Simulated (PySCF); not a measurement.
**H2P, doublet, SMILES `[PH2]`: what the electrons do**

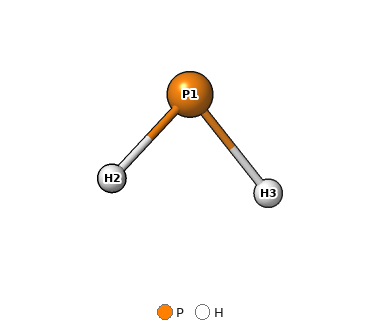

The molecule, with its atoms numbered as below. No frequency check shows the geometry to be a minimum.

Coordinates in Å:

```
P1      -0.0001   -0.1144    0.0000
H2       0.9966    0.8575    0.0000
H3      -0.9959    0.8582    0.0000
```

Part 1: Bonding charge

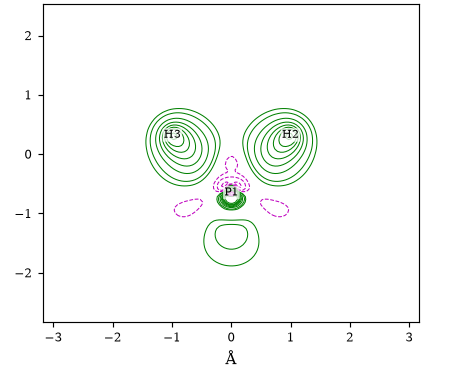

Deformation density (molecule less spherical, spin-averaged free atoms) in the molecular plane; contours at ±0.05 to ±0.8 e/Å³; solid green lines: gain, dashed magenta lines: loss.

PySCF calculation, PBE0/6-31G*, gas phase; geometry: GFN2-xTB. The stability of the open-shell solution wasn't checked. GFN2-xTB doesn't know the spin state, so this open-shell geometry is rough.

Describe the bonding that the map shows.

Answer. P1–H3 and P1–H2: +0.22 e/Å³ at the bond critical point (bond length 1.39 Å, Mayer order 1.0). In all, 0.6 electrons gather in the regions of gain relative to the promolecule.

Where do the Hirshfeld charges lie?

Answer. The highest Hirshfeld charge is on P1 (+0.03 e), the lowest on H2 and H3 (−0.01 e).

```csv
atom,charge (e)
P1,+0.03
H2,−0.01
H3,−0.01
```

Part 2: Local ionisation energy

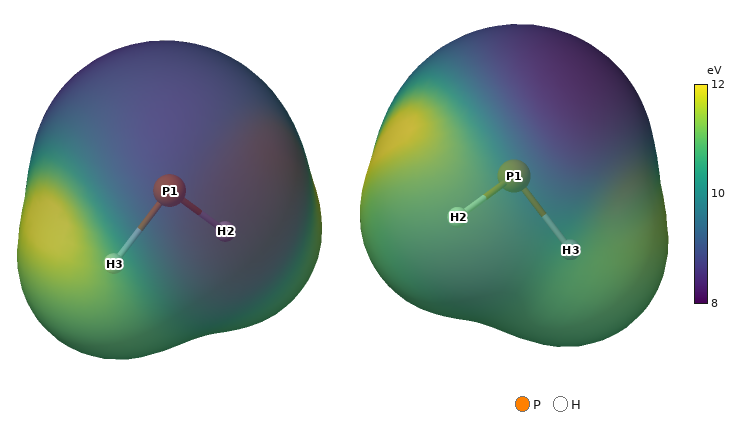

Average local ionisation energy on the surface of electron density 0.001 a.u. (back view left, front view right).

Locate the minima of the map.

Answer. The lowest value is 8.1 eV, 2.3 Å from P1, and at like points elsewhere. Further minima include 10.7 eV, 1.5 Å from H2, and at like points elsewhere. For comparison, the highest occupied orbital lies at −7.2 eV.

Part 3: Spin density

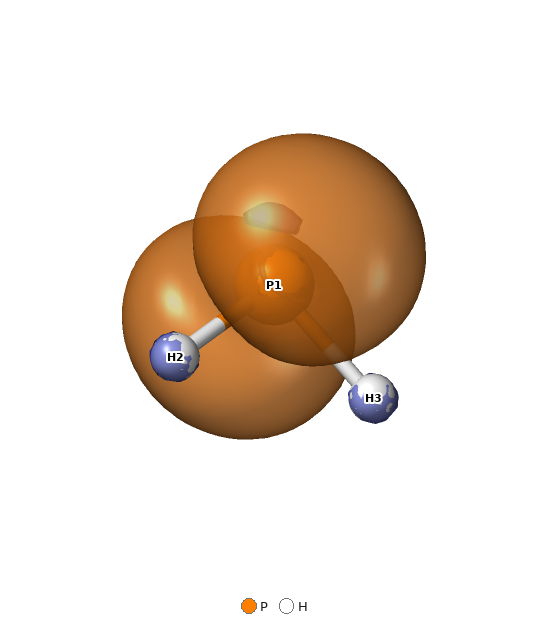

Spin density ρα − ρβ at ±0.03 e/Å³ (orange: excess α, blue: excess β).

Where is the unpaired spin?

Answer. Hirshfeld spin populations: P1 +0.94. ⟨S²⟩ = 0.76, as for a pure state.

Part 4: In an electric field

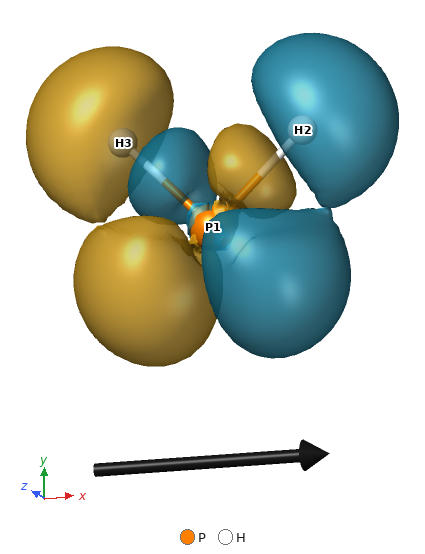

Change of the electron density in a uniform field of 0.10 V/Å along +x (arrow), surfaces at ±0.0006 e/Å³ (yellow: gain, teal: loss).

Computed with PySCF, B3LYP/6-311+G**, geometry: GFN2-xTB. The basis has diffuse s and p functions alone, which still leaves polarisabilities too small, most of all across bonds. The stability of the open-shell solution wasn't checked. GFN2-xTB doesn't know the spin state, so this open-shell geometry is rough.

How large is the response?

Answer. The induced dipole is 0.12 D (along the field); α along this axis, from the fields in both directions, is 24 bohr³ (3.5 Å³).

Which atoms gain and lose the most charge?

Answer. Electrons gather most on H3 (Hirshfeld charge changes by −0.004 e) and leave H2 most (+0.004 e); 0.013 electrons are displaced in all.

Part 5: Removing or adding an electron

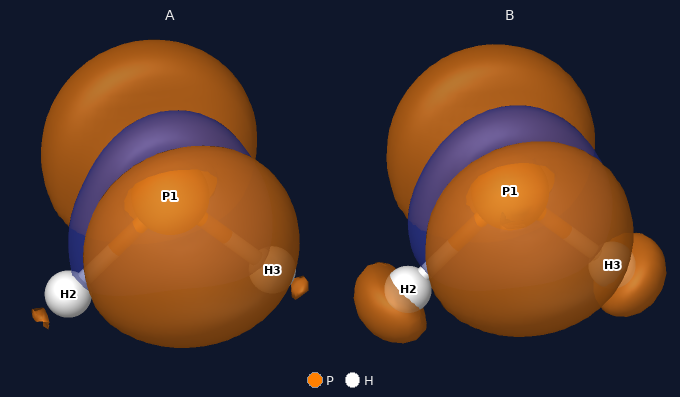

The two Fukui functions at ±0.04 e/Å³ (orange positive, blue negative).

Level of theory: PBE0/def2-SVP (PySCF), at a geometry from GFN2-xTB. GFN2-xTB doesn't know the spin state, so this open-shell geometry is rough.

Why do the two look alike?

Answer. The electron leaves from or enters the same singly occupied orbital. A is f⁺, B is f⁻. f⁻ (Hirshfeld-condensed) is largest on P1 (0.78); the vertical ionisation energy is 10.01 eV (to the singlet cation, which needn't be its lowest state). f⁺ (Hirshfeld-condensed) is largest on P1 (0.77); the vertical electron affinity is 0.38 eV (to the singlet anion, which needn't be its lowest state; the anion's highest orbital has positive energy, so this value and f⁺ depend on the basis).

The PySCF runs shown took 1.6 s, 3.5 s and 2.4 s on 1 thread of Arm Neoverse V2 (shared host).
